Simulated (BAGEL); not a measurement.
# AlSiH5SO (SMILES O[SiH]([AlH2])S): HF/3-21G (density fitting with qzvpp-jkfit)

What is the vertical singlet–triplet gap of AlSiH5SO at HF/3-21G (density fitting with qzvpp-jkfit)? 

Program for the calculation: BAGEL 1.2.2.

2 further runs of the same task are left out: 2 that didn't finish.

### 1 Starting point

The species is AlSiH5SO (9 atoms), meant as a singlet with charge 0. As SMILES, `O[SiH]([AlH2])S`. The shape is that of a PBE0-D4/def2-TZVP optimisation. This is one conformer, not always the lowest.

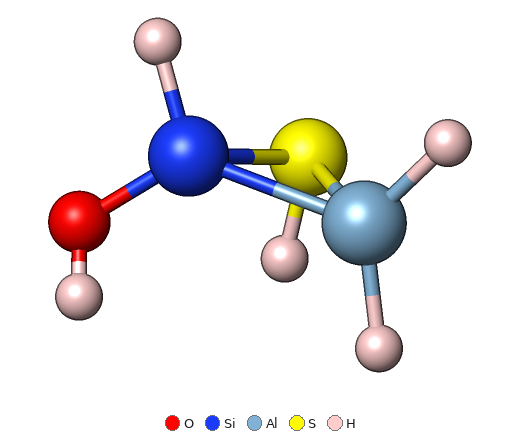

Viewed from a chosen angle; oxygen red, silicon blue, aluminium light blue, sulfur yellow, hydrogen pink.

### 2 The energy at HF/3-21G (density fitting with qzvpp-jkfit)

Contents of hf.json:

```json
{ "bagel" : [

{
  "title" : "molecule",
  "basis" : "3-21g",
  "df_basis" : "qzvpp-jkfit",
  "angstrom" : "true",
  "geometry" : [
    { "atom" : "O", "xyz" : [      -1.475600,      -1.269400,       1.021900 ] },
    { "atom" : "Si", "xyz" : [      -1.055800,      -0.073100,      -0.030800 ] },
    { "atom" : "Al", "xyz" : [       0.910000,       1.301600,      -0.062400 ] },
    { "atom" : "S", "xyz" : [       0.680600,      -0.789900,      -1.400300 ] },
    { "atom" : "H", "xyz" : [      -1.019800,      -1.266100,       1.865700 ] },
    { "atom" : "H", "xyz" : [      -2.149400,      -0.036300,      -1.034900 ] },
    { "atom" : "H", "xyz" : [       0.913000,       2.556400,      -1.026800 ] },
    { "atom" : "H", "xyz" : [       1.991000,       0.986700,       1.057000 ] },
    { "atom" : "H", "xyz" : [       1.294300,      -1.456200,      -0.406600 ] }
  ]
},

{ "title" : "hf" },

{ "title" : "print", "file" : "orbitals.molden", "orbitals" : "true" }

]}
```

On the command line:

```console
$ BAGEL_NUM_THREADS=1 BAGEL hf.json > hf.out
```

Standard output:

```text
* using 1 threads per process

  ===============================================================
  ===============================================================

  *** Geometry ***

  { "atom" : "O", "xyz" : [     -2.788480,     -2.398818,      1.931111 ] },
  { "atom" : "Si", "xyz" : [     -1.995173,     -0.138139,     -0.058204 ] },
  { "atom" : "Al", "xyz" : [      1.719651,      2.459668,     -0.117919 ] },
  { "atom" : "S", "xyz" : [      1.286148,     -1.492695,     -2.646183 ] },
  { "atom" : "H", "xyz" : [     -1.927143,     -2.392582,      3.525662 ] },
  { "atom" : "H", "xyz" : [     -4.061777,     -0.068597,     -1.955678 ] },
  { "atom" : "H", "xyz" : [      1.725320,      4.830896,     -1.940371 ] },
  { "atom" : "H", "xyz" : [      3.762445,      1.864593,      1.997441 ] },
  { "atom" : "H", "xyz" : [      2.445873,     -2.751819,     -0.768363 ] },

  Number of auxiliary basis functions:      551

  Since a DF basis is specified, we compute 2- and 3-index integrals:
    o Being stored without compression. Storage requirement is 0.015 GB

  Number of basis functions:       58
  Number of electrons      :       56

    * METHOD: MOLECULE                             0.27

  *** RHF ***

  === Nuclear Repulsion ===
   264.4731937594

      * DIIS with orbital gradients will be used.

  === RHF iteration (3-21g) ===
      0      -1000.79809894          0.02005336           0.08
      1      -1000.88731820          0.01226540           0.07
      2      -1000.92176727          0.00136123           0.07
      3      -1000.92284593          0.00025431           0.07
      4      -1000.92290337          0.00008557           0.08
      5      -1000.92291010          0.00001877           0.07
      6      -1000.92291059          0.00000462           0.07
      7      -1000.92291063          0.00000108           0.07
      8      -1000.92291063          0.00000038           0.07
      9      -1000.92291063          0.00000017           0.08
     10      -1000.92291063          0.00000006           0.07
     11      -1000.92291063          0.00000002           0.07
     12      -1000.92291063          0.00000001           0.08
    * SCF iteration converged.

    * Permanent dipole moment:
           (    0.010438,    -0.328788,    -1.229651) a.u.

    * METHOD: HF                                   1.15

    * METHOD: PRINT                                0.01

  ===============================================================
```

Wall time 1.6 s (1 thread of Arm Neoverse V1, shared host); peak memory 0.1 GiB.

### 3 The triplet

Contents of calc.json:

```json
{ "bagel": [

{
  "title": "molecule",
  "basis": "3-21g",
  "df_basis": "qzvpp-jkfit",
  "angstrom": true,
  "geometry": [
    { "atom": "O", "xyz": [   -1.475600,   -1.269400,    1.021900 ] },
    { "atom": "Si", "xyz": [   -1.055800,   -0.073100,   -0.030800 ] },
    { "atom": "Al", "xyz": [    0.910000,    1.301600,   -0.062400 ] },
    { "atom": "S", "xyz": [    0.680600,   -0.789900,   -1.400300 ] },
    { "atom": "H", "xyz": [   -1.019800,   -1.266100,    1.865700 ] },
    { "atom": "H", "xyz": [   -2.149400,   -0.036300,   -1.034900 ] },
    { "atom": "H", "xyz": [    0.913000,    2.556400,   -1.026800 ] },
    { "atom": "H", "xyz": [    1.991000,    0.986700,    1.057000 ] },
    { "atom": "H", "xyz": [    1.294300,   -1.456200,   -0.406600 ] }
  ]
},
{ "title": "uhf", "nopen": 2 },
{ "title": "print", "file": "orbitals.molden", "orbitals": true }

]}
```

On the command line:

```console
$ BAGEL_NUM_THREADS=1 BAGEL calc.json > calc.out
```

Standard output:

```text
* using 1 threads per process

  ===============================================================
  ===============================================================

  *** Geometry ***

  { "atom" : "O", "xyz" : [     -2.788480,     -2.398818,      1.931111 ] },
  { "atom" : "Si", "xyz" : [     -1.995173,     -0.138139,     -0.058204 ] },
  { "atom" : "Al", "xyz" : [      1.719651,      2.459668,     -0.117919 ] },
  { "atom" : "S", "xyz" : [      1.286148,     -1.492695,     -2.646183 ] },
  { "atom" : "H", "xyz" : [     -1.927143,     -2.392582,      3.525662 ] },
  { "atom" : "H", "xyz" : [     -4.061777,     -0.068597,     -1.955678 ] },
  { "atom" : "H", "xyz" : [      1.725320,      4.830896,     -1.940371 ] },
  { "atom" : "H", "xyz" : [      3.762445,      1.864593,      1.997441 ] },
  { "atom" : "H", "xyz" : [      2.445873,     -2.751819,     -0.768363 ] },

  Number of auxiliary basis functions:      551

  Since a DF basis is specified, we compute 2- and 3-index integrals:
    o Being stored without compression. Storage requirement is 0.015 GB

  Number of basis functions:       58
  Number of electrons      :       56

    * METHOD: MOLECULE                             0.26

  *** Open-shell HF ***

  === Nuclear Repulsion ===
   264.4731937594

      * DIIS with orbital gradients will be used.

  === UHF iteration (3-21g) ===
      0      -1000.57769711          0.04005633           0.15
      1      -1000.67813962          0.02709732           0.14
      2      -1000.70734492          0.01886241           0.14
      3      -1000.72821539          0.00122104           0.15
      4      -1000.72985010          0.00066192           0.15
      5      -1000.73075595          0.00047540           0.14
      6      -1000.73147450          0.00038367           0.14
      7      -1000.73238973          0.00033766           0.15
      8      -1000.73294638          0.00030542           0.15
      9      -1000.73381003          0.00029985           0.14
[... 40 lines of this table left out ...]
     50      -1000.73772783          0.00000002           0.15
     51      -1000.73772783          0.00000002           0.15
     52      -1000.73772783          0.00000001           0.15
     53      -1000.73772783          0.00000001           0.15
    * SCF iteration converged.

    * S^2 (UHF) is 2.0112

    * Permanent dipole moment:
           (   -0.844786,    -0.241310,    -0.788867) a.u.

    * METHOD: UHF                                  8.03

    * METHOD: PRINT                                0.01

  ===============================================================
```

Wall time 8.7 s (1 thread of Arm Neoverse V1, shared host); peak memory 0.1 GiB.

### 4 What came out

Level: HF/3-21G (density fitting with qzvpp-jkfit).

| quantity | value |
| --- | --- |
| singlet: total energy | -1000.92291 Eh |
| singlet: dipole moment | 3.24 D |
| singlet: HOMO energy | -9.52 eV |
| singlet: LUMO energy | 2.04 eV |
| singlet: HOMO–LUMO gap | 11.57 eV |
| triplet: total energy | -1000.73773 Eh |
| triplet: dipole moment | 3.00 D |
| triplet: ⟨S²⟩ | 2.011 |
| vertical energy of the triplet above the singlet | 5.039 eV |

At this shape the triplet lies 5.04 eV (486 kJ/mol) above the singlet.
